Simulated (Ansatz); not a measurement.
# SnTe (rock salt): scan of one atom of the cell

Starting cell, SnTe (rock salt):

```xyz
2
Lattice="0.0000 3.1851 3.1851 3.1851 0.0000 3.1851 3.1851 3.1851 0.0000" Properties=species:S:1:pos:R:3 pbc="T T T"
Te     0.0000     0.0000     0.0000
Sn     3.1851     3.1851     3.1851
```

Scan: atom 2 (Sn, nearest neighbour Te at 3.185 Å; its periodic images, 4.5 Å or more away, move with it) is displaced along Cartesian z, direction (0.000, 0.000, 1.000) in Cartesian axes, by s. The other atoms stay.

These are r2SCAN (plane waves to 500 eV, PAW, scalar-relativistic; Ansatz, a first-principles code) values and carry that method's errors. k mesh 7×7×7 (Γ-centred), Fermi-Dirac smearing 0.05 eV. The energy includes the smearing's −TS. F∥ is the force on the atom along that direction. SnTe was relaxed with its symmetry unable to fall. Spin-orbit coupling is left out, though Te is heavy. The zero of ΔE is the undisplaced structure.

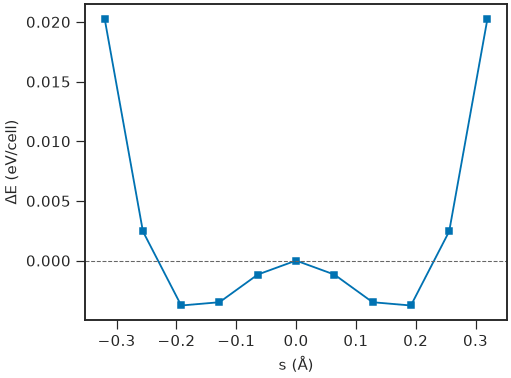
ΔE (eV/cell) against s (Å); markers are the computed points, lines only join them.

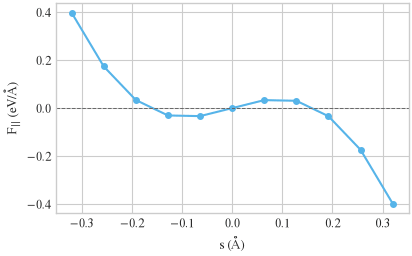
F∥ (eV/Å) against s (Å); computed points joined by lines.

The depth of the well (fit) is 4.1 meV/cell, cell held fixed. The force along the line at s = -0.320 Å comes out as 0.398 eV/Å. The position of the deepest minimum (fit) comes out as 0.17 Å from zero. Shape of the curve: a double well: the undisplaced structure is a maximum between two minima. Symmetry of the curve: even: the same for both signs.

With its periodic images moving along, the atom's site symmetry in this cell is m-3m.

(For displaced atoms, the force is minus the slope of the energy, and its curvature is a force constant, which sets phonon frequencies.)
